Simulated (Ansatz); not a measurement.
**Hypothetical CdI2 type TaO2: response to strain**

Consider TaO$_{2}$ in the CdI2 type structure (space group P-3m1, No. 164; a hypothetical phase, not in the database extracts checked; layered, stacked along the Cartesian z axis; relaxed with 0.1 eV smearing).

```xyz
3
Lattice="3.0341 0.0000 0.0000 -1.5170 2.6276 0.0000 0.0000 0.0000 4.7600" Properties=species:S:1:pos:R:3 pbc="T T T"
Ta     0.0000     0.0000     0.0000
O      0.0000     1.7517     1.1170
O      1.5170     0.8759     3.6430
```

Cartesian axes are those of the cell as printed.

Strains are applied to the cell and any free atomic positions relax; under biaxial strain the out-of-plane vector relaxes too.

Computed with PBE-D3(BJ)/PAW in Ansatz (a first-principles code), no spin-orbit coupling.

Notes on the quantities. pressure: mean of the normal stresses, compression positive.

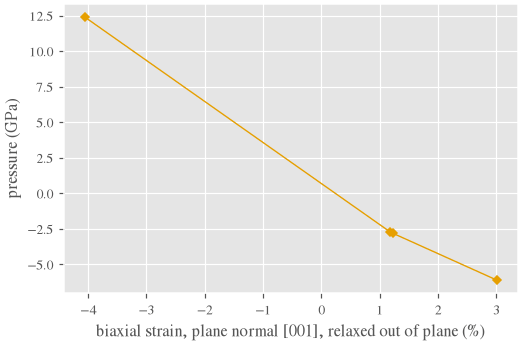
Pressure against biaxial strain, plane normal [001], relaxed out of plane

### Question
From the plot, what is the pressure for biaxial strain −4.06 %, plane normal [001], relaxed out of plane?

### Answer
About 12 GPa.

### Question
Is the trend monotonic over the range shown?

### Answer
Yes, it falls throughout, spanning -6.1 GPa to 12.4 GPa.

No phonon test of stability was made. No Hubbard U is applied, and correlation can decide whether such a compound is a metal. The final runs are not spin-polarised. An odd electron count without spin: TaO2.
